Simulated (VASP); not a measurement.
Band structure of SnF4 (space group I4/mmm). Calculation: PBEsol GGA, VASP's PBE PAW potentials (set 64) (plane waves; VASP 6.6.1).

Without a dispersion term in the relaxation, distances and binding between the weakly bound layers, chains or molecules are unreliable, and so is what depends on them. Unless said otherwise, spin-orbit coupling is left out, though it shifts the bands of the heavy elements here.

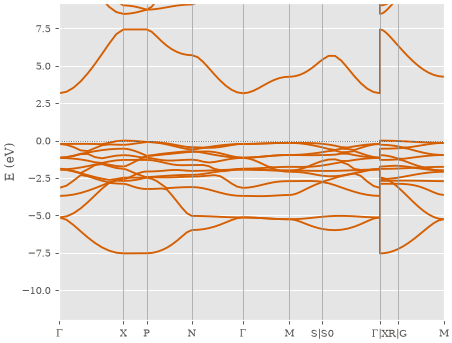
Figure: Bands along high-symmetry lines, zero at the valence-band maximum or, without a gap, the Fermi level

Q: Read the plot: is there a gap, and where are the band edges?

A: The gap is indirect, 3.17 eV, from the valence maximum at X to the conduction minimum at Γ. (Edges off the drawn lines would not show.)

The structure comes from a computed database's SnF4 entry (I4/mmm); how it stands against other phases isn't given here. It was relaxed first.
